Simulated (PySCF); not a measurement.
## Electronic structure of F$_{3}$H$_{3}$OSiZr ((F)3Zr-O-SiH3) in real space

```yaml
atoms:
  - { symbol: Zr, position_ang: [-1.5566, 0.3609, 0.7078] }
  - { symbol: F, position_ang: [-2.0731, -0.9372, 2.0003] }
  - { symbol: F, position_ang: [-1.4419, 2.0787, 1.5189] }
  - { symbol: F, position_ang: [-2.8610, 0.3855, -0.6755] }
  - { symbol: O, position_ang: [0.1560, -0.0820, -0.0457] }
  - { symbol: Si, position_ang: [1.6479, -0.3994, -0.7314] }
  - { symbol: H, position_ang: [2.5702, -0.9259, 0.3158] }
  - { symbol: H, position_ang: [2.2043, 0.8618, -1.3013] }
  - { symbol: H, position_ang: [1.4869, -1.4117, -1.8147] }
```

Geometry: PBE0-D3(BJ)/def2-SVP; core potentials replace the inner electrons of Zr.

These are results of wB97X-D/def2-SVPD, SCF density, gas phase, scalar-relativistic core potentials on the heavy atoms (PySCF 2.14.0), not measurements.

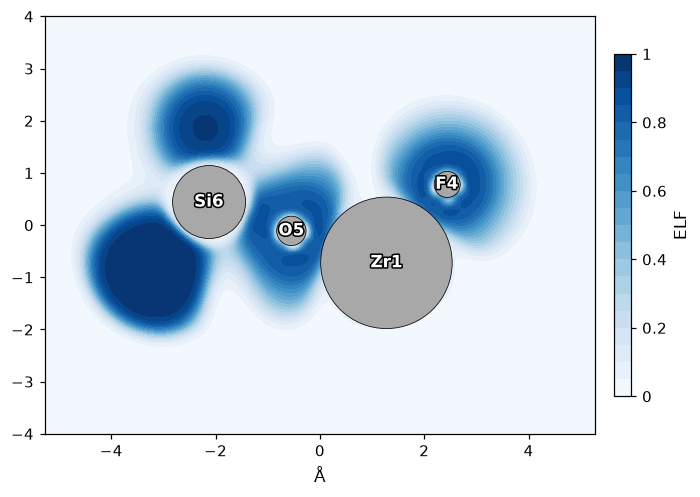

Figure 1. ELF on the plane of atoms F4, Zr1 and O5. Grey discs cover the atomic cores.

> What do the fields say about this system?

The plane passes through Zr, F, O and Si nuclei. Si–O (1.67 Å): the ELF peaks at about 0.85 between the atoms, as expected for a shared but strongly polarised pair. Zr–F (1.90 Å): the ELF is about 0.20 at the midpoint. Zr–O (1.92 Å): the ELF peaks at about 0.85 in the valence shell of O, 0.5 Å from its nucleus, and drops to about 0.20 between the two atoms.

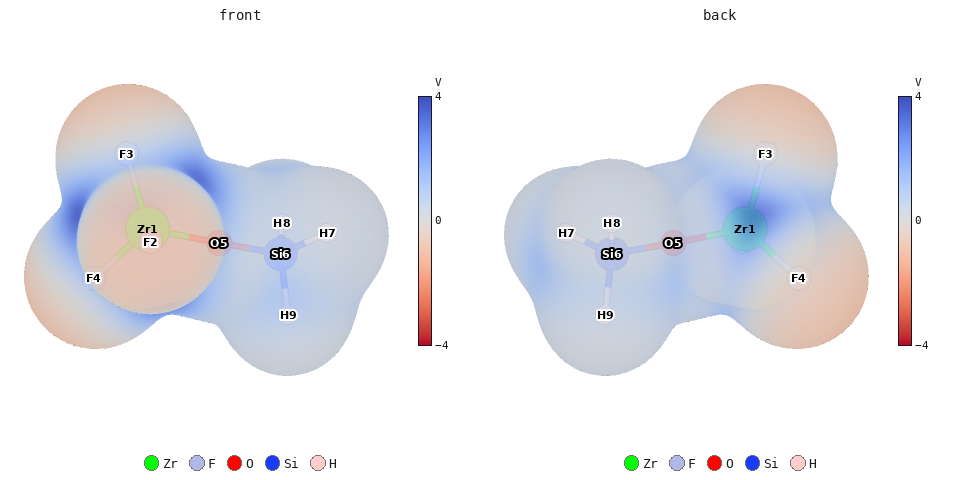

Figure 2. The molecular electrostatic potential painted on the density surface at 0.001 e/bohr³, seen from the front and from behind; red is negative and blue positive.

> Where is the surface potential most negative and most positive?

The most negative region (about −0.9 V) lies over F2, F3 and F4, the most positive (about +3.2 V) over Zr1.
